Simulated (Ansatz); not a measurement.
```xyz
8

Ta   -0.2985    0.4531   -0.0047
Cl    1.9870    0.5258    0.2990
Cl   -0.5874    0.9249    2.2743
Cl    0.0438   -0.0394   -2.2718
Cl   -1.4103    2.3790   -0.5656
Cl   -1.5282   -1.4692    0.2344
Br    2.1101   -3.6348    1.1796
H     3.2692   -2.8346    1.1798
```

Core potentials replace the inner electrons of Ta.

Level of theory: RHF/def2-SVP (Ansatz 0.2.0).

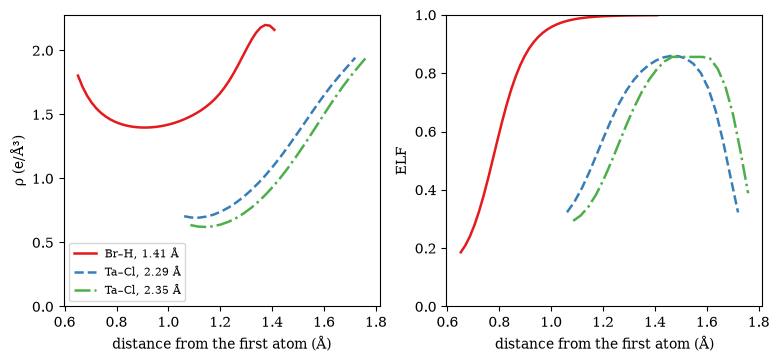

Cl5Ta···HBr. Electron density and electron localisation function along straight lines between neighbouring atoms. The curves leave out the atomic cores.

> Compare the contacts.

Br–H (1.41 Å): the density is about 1.6 e/Å³ at the midpoint; the ELF climbs to about 1 towards the hydrogen, as it does in any bond to H.
Ta–Cl (2.29 Å): ρ at the midpoint is about 0.7 e/Å³; the ELF peaks at about 0.85 in the valence shell of Cl, 0.8 Å from its nucleus, and is about 0.45 at the midpoint.
Ta–Cl (2.35 Å): ρ is about 0.63 e/Å³ halfway; the ELF peaks at about 0.85 in the valence shell of Cl, 0.9 Å from its nucleus, and is about 0.40 at the midpoint.
